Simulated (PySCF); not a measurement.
# r2SCAN/pc-1 run of SiHCl3 (trichlorosilane)

Aim: the vertical singlet–triplet gap of SiHCl3 (trichlorosilane) at r2SCAN/pc-1, from 2 runs. 

The results are computed with PySCF 2.14.0.

2 further runs of the same task are left out: 2 set aside as unsound or not needed.

## (1) Starting point

SiHCl3: 5 atoms, total charge 0, spin state singlet. SMILES: `Cl[SiH](Cl)Cl`. Geometry: relaxed at GFN2-xTB.

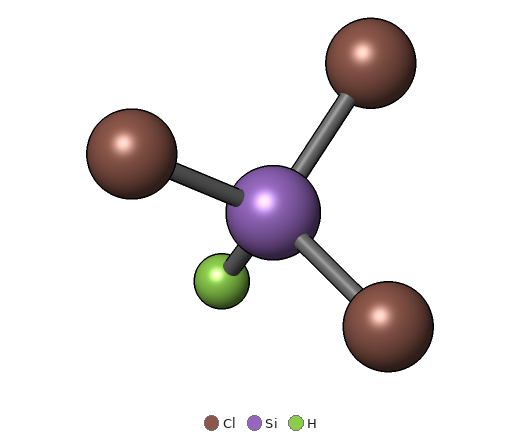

Viewed from a chosen angle; chlorine brown, silicon purple, hydrogen green.

## (2) The energy at r2SCAN/pc-1

The input, input.py:

```python
from pyscf import gto, dft

molecule = gto.M(
    atom='''
Cl       1.673560      -0.567090       0.885730
Si      -0.079730      -0.011930       0.073790
Cl       0.015610       1.916920      -0.485430
Cl      -0.473560      -1.160600      -1.528280
H       -1.135880      -0.177300       1.054190
''',
    basis='pc-1',
    verbose=4,
    spin=0,
    max_memory=1860,
    charge=0,
)

myscf = dft.RKS(molecule)
myscf.xc = 'r2scan'
myscf.grids.level = 4
myscf.conv_tol = 1e-10
myscf.kernel()
if not myscf.converged:
    myscf = myscf.newton().run(myscf.mo_coeff, myscf.mo_occ)

etot = myscf.e_tot
print('Final energy', etot)
```

Command:

```console
$ OMP_NUM_THREADS=1 python input.py
```

Log:

```text
PySCF version 2.14.0

[INPUT] num. atoms = 5
[INPUT] num. electrons = 66
[INPUT] charge = 0
[INPUT] spin (= nelec alpha-beta = 2S) = 0
[INPUT] symmetry False subgroup None
[INPUT] Mole.unit = angstrom
[INPUT] Symbol           X                Y                Z      unit          X                Y                Z       unit  Magmom
[INPUT]  1 Cl     1.673560000000  -0.567090000000   0.885730000000 AA    3.162570053027  -1.071644787980   1.673787120311 Bohr   0.0
[INPUT]  2 Si    -0.079730000000  -0.011930000000   0.073790000000 AA   -0.150667863912  -0.022544432666   0.139442890732 Bohr   0.0
[INPUT]  3 Cl     0.015610000000   1.916920000000  -0.485430000000 AA    0.029498624804   3.622453802701  -0.917329752648 Bohr   0.0
[INPUT]  4 Cl    -0.473560000000  -1.160600000000  -1.528280000000 AA   -0.894898703549  -2.193216140170  -2.888030641650 Bohr   0.0
[INPUT]  5 H     -1.135880000000  -0.177300000000   1.054190000000 AA   -2.146502110371  -0.335048441885   1.992130383255 Bohr   0.0

nuclear repulsion = 342.179792878344
number of shells = 14
number of NR pGTOs = 167
number of NR cGTOs = 77
basis = pc-1
ecp = {}

******** <class 'pyscf.dft.rks.RKS'> ********
method = RKS
initial guess = minao
damping factor = 0
level_shift factor = 0
DIIS = <class 'pyscf.scf.diis.CDIIS'>
diis_start_cycle = 1
diis_space = 8
diis_damp = 0
SCF conv_tol = 1e-10
SCF conv_tol_grad = None
SCF max_cycles = 50
direct_scf = True
direct_scf_tol = 1e-13
XC library pyscf.dft.libxc version 7.0.0
    S. Lehtola, C. Steigemann, M. J.T. Oliveira, and M. A.L. Marques.,  SoftwareX 7, 1–5 (2018)
XC functionals = r2scan
    J. W. Furness, A. D. Kaplan, J. Ning, J. P. Perdew, and J. Sun.,  J. Phys. Chem. Lett. 11, 8208-8215 (2020)
    J. W. Furness, A. D. Kaplan, J. Ning, J. P. Perdew, and J. Sun.,  J. Phys. Chem. Lett. 11, 9248-9248 (2020)
    J. W. Furness, A. D. Kaplan, J. Ning, J. P. Perdew, and J. Sun.,  J. Phys. Chem. Lett. 11, 8208-8215 (2020)
    J. W. Furness, A. D. Kaplan, J. Ning, J. P. Perdew, and J. Sun.,  J. Phys. Chem. Lett. 11, 9248-9248 (2020)
radial grids:
    Treutler-Ahlrichs [JCP 102, 346 (1995); DOI:10.1063/1.469408] (M4) radial grids

becke partition: Becke, JCP 88, 2547 (1988); DOI:10.1063/1.454033
pruning grids: <function nwchem_prune>
grids dens level: 4
symmetrized grids: False
atomic radii adjust function: <function treutler_atomic_radii_adjust>
small_rho_cutoff = 0
Set gradient conv threshold to 1e-05
Initial guess from minao.
tot grids = 130696
init E= -1671.13118236127
  HOMO = -0.345420997326891  LUMO = -0.0261825679292653  gap/eV = 8.68692
cycle= 1 E= -1670.68542594232  delta_E= 0.446  |g|= 0.325  |ddm|=  2.2
  HOMO = -0.293445115947844  LUMO = -0.0338822592457282  gap/eV = 7.06307
cycle= 2 E= -1670.6548260721  delta_E= 0.0306  |g|= 0.459  |ddm|= 0.852
  HOMO = -0.310357879914521  LUMO = -0.0178815051932775  gap/eV = 7.95869
cycle= 3 E= -1670.71490878884  delta_E= -0.0601  |g|= 0.0444  |ddm|= 0.533
  HOMO = -0.315038476087328  LUMO = -0.0236676681571599  gap/eV = 7.92860
cycle= 4 E= -1670.71548682032  delta_E= -0.000578  |g|= 0.00837  |ddm|= 0.0547
  HOMO = -0.31383004838847  LUMO = -0.0224117561222936  gap/eV = 7.92990
cycle= 5 E= -1670.7155053367  delta_E= -1.85e-05  |g|= 0.00149  |ddm|= 0.0115
  HOMO = -0.31404376184756  LUMO = -0.0225991150735507  gap/eV = 7.93061
cycle= 6 E= -1670.71550620166  delta_E= -8.65e-07  |g|= 0.000215  |ddm|= 0.00292
  HOMO = -0.314030147444287  LUMO = -0.0225839137158856  gap/eV = 7.93066
cycle= 7 E= -1670.71550621485  delta_E= -1.32e-08  |g|= 6.96e-05  |ddm|= 0.000322
  HOMO = -0.314027521776988  LUMO = -0.0225835108109194  gap/eV = 7.93060
cycle= 8 E= -1670.71550621628  delta_E= -1.43e-09  |g|= 5.07e-06  |ddm|= 9.19e-05
  HOMO = -0.314027970281854  LUMO = -0.0225842100491342  gap/eV = 7.93059
cycle= 9 E= -1670.71550621628  delta_E= -3.18e-12  |g|= 1.17e-06  |ddm|= 7.7e-06
  HOMO = -0.314027985792178  LUMO = -0.0225842236776406  gap/eV = 7.93059
Extra cycle  E= -1670.71550621629  delta_E= -8.64e-12  |g|= 1.4e-06  |ddm|= 3.57e-06
converged SCF energy = -1670.71550621629
Final energy -1670.7155062162878
```

Wall time 21 s (1 thread of Arm Neoverse V1, shared host); peak memory 0.4 GiB.

## (3) The triplet

The input, job.py:

```python
from pyscf import gto, dft

system = gto.Mole()
system.atom = [
    ('Cl', (1.673560, -0.567090, 0.885730)),
    ('Si', (-0.079730, -0.011930, 0.073790)),
    ('Cl', (0.015610, 1.916920, -0.485430)),
    ('Cl', (-0.473560, -1.160600, -1.528280)),
    ('H', (-1.135880, -0.177300, 1.054190)),
]
system.basis = 'pc-1'
system.max_memory = 1860
system.spin = 2
system.charge = 0
system.verbose = 3
system.build()

ks = dft.UKS(system, xc='r2scan')
ks.grids.level = 4
ks.conv_tol = 1e-10
ks.kernel()
if not ks.converged:
    ks = ks.newton().run(ks.mo_coeff, ks.mo_occ)

energy = ks.e_tot
print('E(%s) = %.9f' % ('R2SCAN', energy))
```

Command:

```console
$ OMP_NUM_THREADS=1 python job.py
```

Log:

```text
WARN: HOMO -0.026182567929264 >= LUMO -0.345420997326891

WARN: HOMO -0.035908594286548 >= LUMO -0.302402883828082

WARN: HOMO -0.0341149959456435 >= LUMO -0.312251759070041

WARN: HOMO -0.0382180295122603 >= LUMO -0.312097789973377

WARN: HOMO -0.0392050189692044 >= LUMO -0.312569228286389

WARN: HOMO -0.0381187992392329 >= LUMO -0.311235470019581

WARN: HOMO -0.0382451596631728 >= LUMO -0.311347881039302

WARN: HOMO -0.0383874190868045 >= LUMO -0.311494631224261

WARN: HOMO -0.0382671671045558 >= LUMO -0.311387964415483

WARN: HOMO -0.0382823615616275 >= LUMO -0.311387219310365

WARN: HOMO -0.0382800856597991 >= LUMO -0.311388185606782

WARN: HOMO -0.0382752741065384 >= LUMO -0.311387110991348

WARN: HOMO -0.0382766971891191 >= LUMO -0.311386336245909

WARN: HOMO -0.0382764154903206 >= LUMO -0.31138700154124

WARN: HOMO -0.0382762800882137 >= LUMO -0.311386915053502

WARN: HOMO -0.0382766301830895 >= LUMO -0.311387137516767

WARN: HOMO -0.0382763320376469 >= LUMO -0.311386889122316

converged SCF energy = -1670.43503323952  <S^2> = 2.0045403  2S+1 = 3.0030253
E(R2SCAN) = -1670.435033240
```

Wall time 62 s (1 thread of Arm Neoverse V1, shared host); peak memory 0.43 GiB.

## (4) Outcome

At r2SCAN/pc-1:

| quantity | value |
| --- | --- |
| singlet: total energy | -1670.71551 Eh |
| singlet: dipole moment | 1.04 D |
| singlet: HOMO energy | -8.55 eV |
| singlet: LUMO energy | -0.61 eV |
| singlet: HOMO–LUMO gap | 7.93 eV |
| triplet: total energy | -1670.43503 Eh |
| triplet: dipole moment | 0.61 D |
| triplet: HOMO energy (highest over α and β) | -1.04 eV |
| triplet: ⟨S²⟩ | 2.005 |
| vertical energy of the triplet above the singlet | 7.632 eV |

**Reading.** At this shape the triplet lies 7.63 eV (736 kJ/mol) above the singlet.
